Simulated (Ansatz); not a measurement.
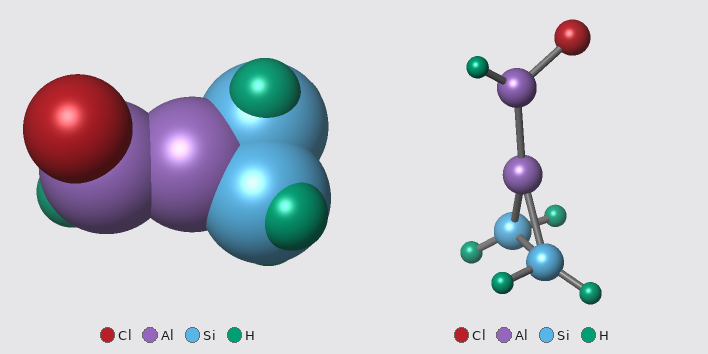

Two views of one molecule.

**What is the molecular formula?**

Al2ClH5Si2, 10 atoms: 2 aluminium, 1 chlorine, 5 hydrogen and 2 silicon.

**Write the SMILES.**

[Cl][AlH][Al]1[SiH2][SiH2]1

**Count the bonded pairs by element.**

4 Si–H, 2 Al–Si, 1 Al–Cl, 1 Al–Al, 1 Si–Si, 1 Al–H.

**Name functional groups in it.**

Among them: Si–H bond.

More results for the same structure follow; atom numbers are the same in all pictures, views and colours differ. The computed structure is the end point of a PBE0-D4/def2-TZVP optimisation.

### Shape

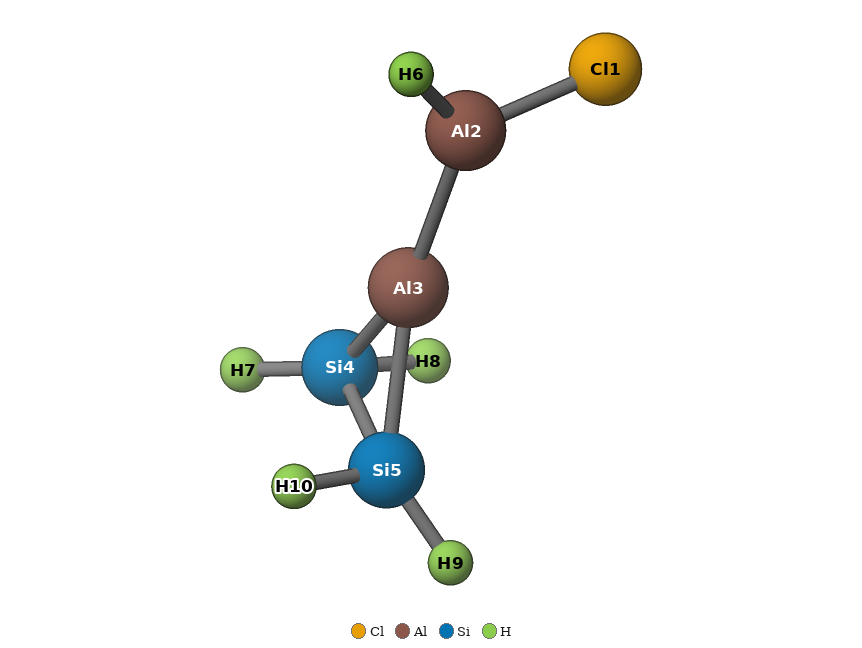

**Describe the coordination of atom 2.**

Al2 has 3 neighbours (Cl1 at 2.11, Al3 at 2.56, H6 at 1.58 Å); the arrangement is trigonal planar.

**What is the dihedral angle Cl1–Al2–Al3–Si4?**

74° in size, that is gauche.

### Dipole moment

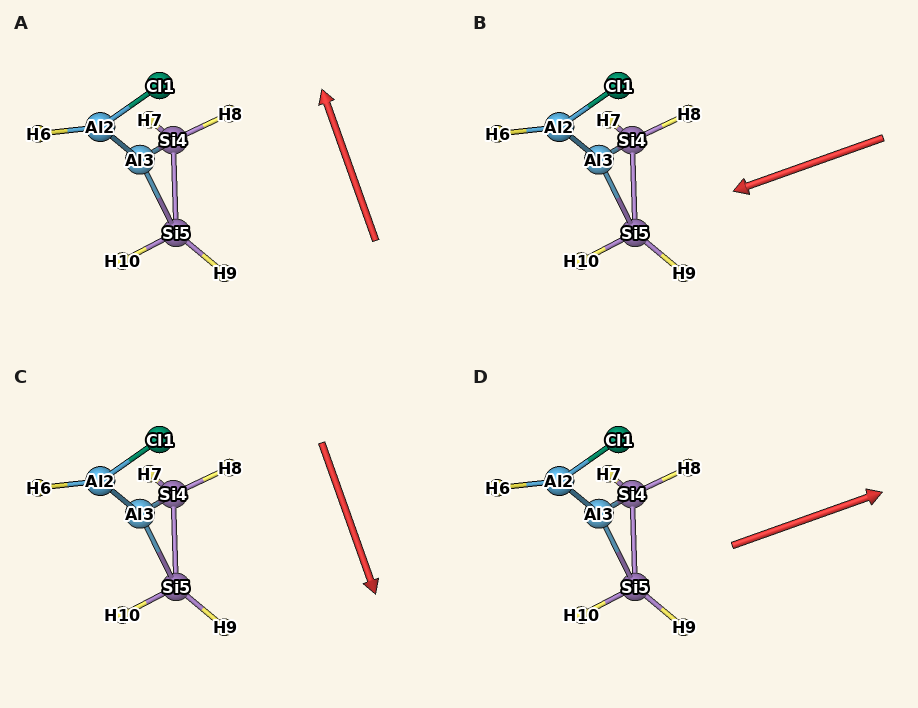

The same molecule four times, each with an arrow. Properties computed with RKS PBE0-D4/def2-TZVP (Ansatz 0.2.0).

**Which arrow points along the dipole moment, from the negative to the positive end?**

B. The dipole moment is 1.15 D; it points from the side of H8 to the side of H6, H10 (the outermost atoms at the two ends).

### Charges

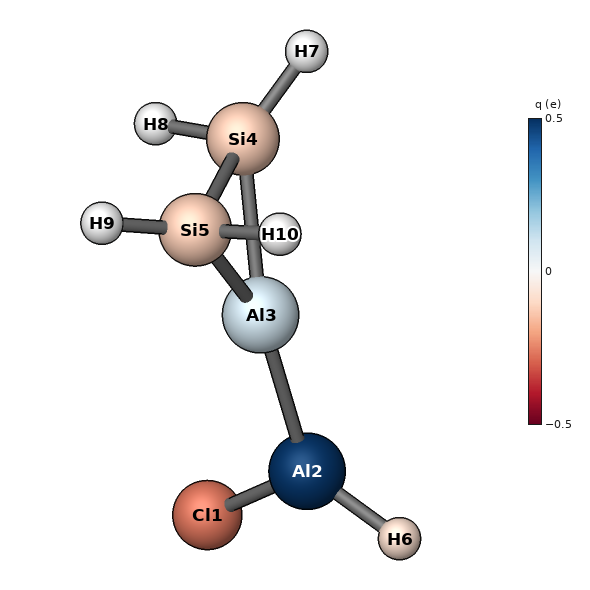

Atoms are coloured by their Mulliken charges. Method: RKS PBE0-D4/def2-TZVP (Ansatz 0.2.0).

**Which atom carries the highest charge (most positive or least negative)?**

Al2 (0.49 e).

**And the lowest?**

Cl1 (−0.26 e).

Give the Mulliken charges atom by atom.

```json
{"atom": "Cl1", "value (e)": "−0.26"}
{"atom": "Al2", "value (e)": "0.49"}
{"atom": "Al3", "value (e)": "0.10"}
{"atom": "Si4", "value (e)": "−0.12"}
{"atom": "Si5", "value (e)": "−0.12"}
{"atom": "H6", "value (e)": "−0.08"}
{"atom": "H7", "value (e)": "0.00"}
{"atom": "H8", "value (e)": "0.00"}
{"atom": "H9", "value (e)": "0.00"}
{"atom": "H10", "value (e)": "0.00"}
```

### Vibrations

Harmonic vibrations computed with RKS PBE0-D4/def2-TZVP (Ansatz 0.2.0) at a stationary point of the same level.

**How many vibrational modes are there, and where do they lie?**

24 modes: 32, 40, 64, 114, 182, 238, 242, 344, 385, 404, 445, 497, 503, 528, 586, 619, 641, 876, 894, 1924, 2167, 2173, 2206, 2209 cm⁻¹.

Mulliken values depend strongly on the basis set and can even reverse the polarity of a bond.
